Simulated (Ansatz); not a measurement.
# How Na+ TFSI- in fluoroethylene carbonate changes with repeats of the contents

Do the results settle as the cell grows, and how fast does the cost rise?

Computed with Ansatz 0.2.0: Kohn-Sham DFT, PBEsol, PAW (set soft_2). Every run is a single point, with the atoms held where the recipe put them (cutoff of the plane-wave runs 420 eV, gaussian smearing of 0.025 eV).

First member: 6 fluoroethylene carbonate, 1 Na+, 1 TFSI- placed at random, at 1.58 g/cm³; overlaps pushed apart, then 10 ps at 550 K with Joung-Cheatham ions (J. Phys. Chem. B 112, 9020 (2008)); MMFF94 bonds, angles, torsions, charges and radii (Halgren, J. Comput. Chem. 17, 490 (1996)) in harmonic and 12-6 forms; charges of ions scaled by 0.8. Snapshot after 30 ps at 400 K and fixed volume.

Last member: 18 fluoroethylene carbonate, 3 Na+, 3 TFSI- placed at random, at 1.58 g/cm³; overlaps pushed apart, then 10 ps at 550 K with Joung-Cheatham ions (J. Phys. Chem. B 112, 9020 (2008)); MMFF94 bonds, angles, torsions, charges and radii (Halgren, J. Comput. Chem. 17, 490 (1996)) in harmonic and 12-6 forms; charges of ions scaled by 0.8. Snapshot after 30 ps at 400 K and fixed volume.

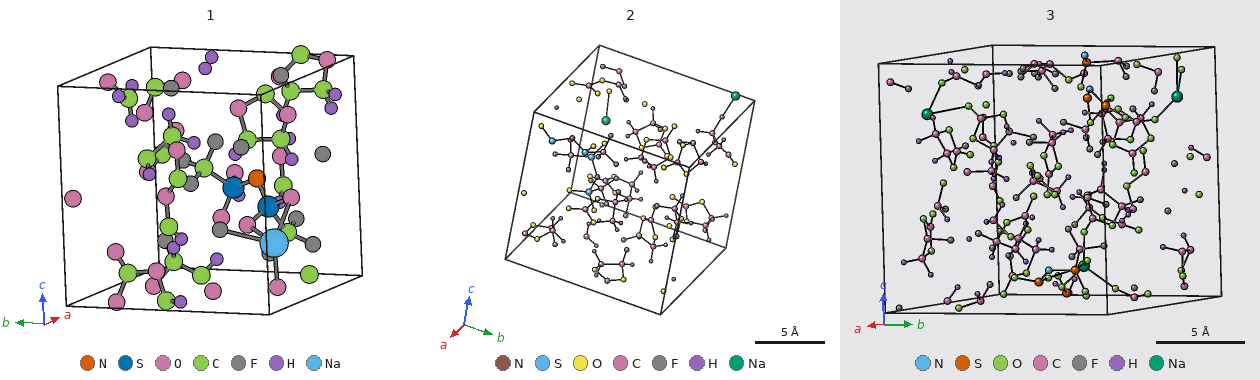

Three members of the series, labelled by repeats of the contents. Bonds to atoms that aren't drawn are left out. Some periodic images of atoms are drawn too.

The members:

| repeats of the contents | reduced formula | atoms | valence electrons | k-mesh | basis | density (g/cm³) |
| --- | --- | --- | --- | --- | --- | --- |
| 1 | NaH18C20S2NO22F12 | 76 | 340 | 1×1×1 | plane waves | 1.58 |
| 2 | NaH18C20S2NO22F12 | 152 | 680 | 1×1×1 | plane waves | 1.58 |
| 3 | NaH18C20S2NO22F12 | 228 | 1020 | 1×1×1 | plane waves | 1.58 |

Each cell is one sample from a classical run, so sample-to-sample scatter enters every column; pressures lack the kinetic term, and hold the strain of bonds inside molecules, whose lengths the classical model set.

The input of the first member, without its atom lines; other members have their own cell and atoms, and may differ in mesh, basis and outputs:

```yaml
crystal:
  lattice:
    - [9.95338, 0.0, 0.0]
    - [0.0, 9.95338, 0.0]
    - [0.0, 0.0, 9.95338]
  atoms:
    [... 76 lines ...]
kpoints:
  mp_grid: { grid: [1, 1, 1] }
hamiltonian:
  xc: pbesol
scf:
  occupations: { method: gaussian, width: 0.025 }
output:
  forces: true
  stress: true
  populations: intrinsic
  dos:
    method: { smearing: { sigma: 0.15 } }
    de: 0.1
    projected: { site_lists: { C: [C], F: [F], H: [H], "N": ["N"], Na: [Na] } }
  eigenvalues: true
  write_density: true
  write_potential: true
  volumetric_format: npy
```

Predict the trends along the series.

Results; charges are mean intrinsic-atomic-orbital charges in e:

| repeats of the contents | energy less the largest cell's (meV/atom) | pressure (GPa) | r.m.s. force (eV/Å) | gap (eV) | q(N) | q(S) | q(Na) |
| --- | --- | --- | --- | --- | --- | --- | --- |
| 1 | -7.6 | 0.699 | 1.25 | 5.19 | -1.02 | +2.10 | +0.77 |
| 2 | -6.1 | 2.40 | 1.28 | 4.46 | -1.05 | +2.11 | +0.78 |
| 3 | 0.0 | 1.24 | 1.28 | 3.89 | -1.03 | +2.13 | +0.77 |

The gap is that between the highest filled and lowest empty Kohn-Sham level on the run's k-points, and semilocal functionals tend to put gaps under measured ones.

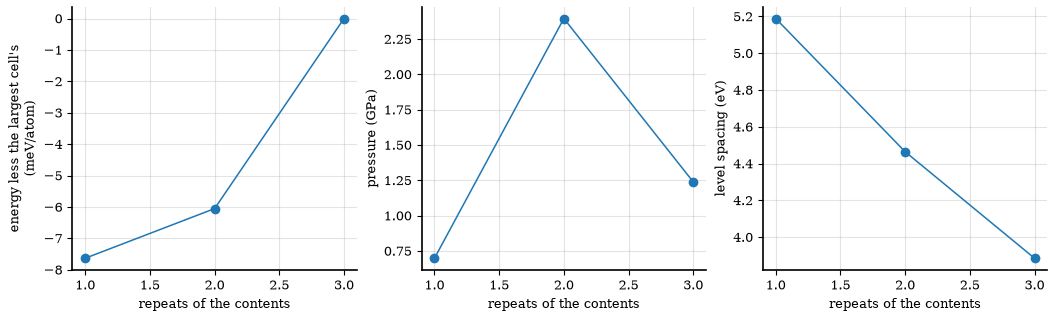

Results against repeats of the contents.

Cost on 8 threads of Arm Neoverse V2, shared host:

| repeats of the contents | atoms | basis | k-mesh | SCF cycles | time | host memory (GiB) | Δ force from the first basis (meV/Å) |
| --- | --- | --- | --- | --- | --- | --- | --- |
| 1 | 76 | plane waves | 1×1×1 | 11 | 5 s | 1.2 | - |
| 1 | 76 | support functions | 1×1×1 | 17 | 41 s | 2.9 | 5.6 |
| 2 | 152 | plane waves | 1×1×1 | 11 | 22 s | 3.0 | - |
| 2 | 152 | support functions | 1×1×1 | 17 | 91 s | 5.7 | 5.6 |
| 3 | 228 | plane waves | 1×1×1 | 11 | 56 s | 5.2 | - |
| 3 | 228 | support functions | 1×1×1 | 19 | 2.8 min | 8.4 | 5.5 |

The force difference holds the basis error of the plane-wave run too, whose cutoff is lower than the one behind the functions' grid. Times include the outputs that each run asked for, on hosts shared with other jobs.

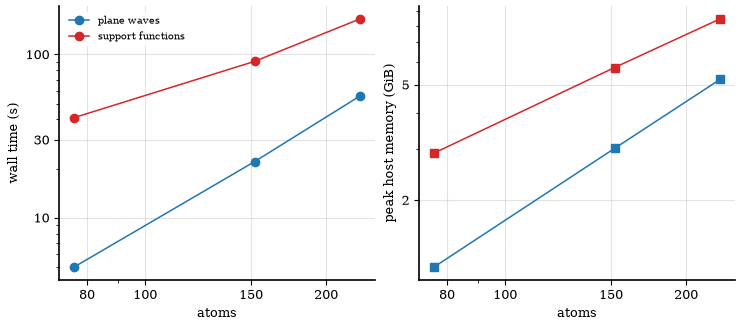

Wall time and memory against the number of atoms.

**Reading.** The energy per atom of the smallest cell lies 7.6 meV below that of the largest; what changes from cell to cell is the k-sampling and the sample. The two largest cells differ by 6.1 meV/atom. The gap goes steadily from 5.19 eV at 1 to 3.89 eV at 3; in single samples it varies with the configuration. The mean charge on N is lowest at 2 (-1.05 e) and highest at 1 (-1.02 e), with no steady trend. The pressure is lowest at 1 (0.7 GPa) and highest at 2 (2.4 GPa), with no steady trend. Support functions take 8.2 times the wall time of plane waves at 76 atoms and 3.0 times at 228 (the times hold unlike extra outputs; shared hosts, so rough).

**Limits.** The network of contacts between molecules at the start is that of the classical potential that made the cell, and needn't be the one that DFT or experiment would give. The cells aren't relaxed by DFT, which could reorder their energies. The functional has no dispersion term, which matters between molecules.

[Logs are printed without paths, hosts, clocks, repeated set-up lines and the standing remarks that a program may print on its own settings, such as how far it seeks lower states.]

[Hosts, paths, dates, database ids (printed as entryN), source tags and the programs' standing remarks are cut or masked in the printed files.]

[The MMFF94 radii named for the starting cell were scaled by 0.96; in molecules described by MMFF94, hydrogen bound to N, O or S took a small fixed 12-6 site in their place.]
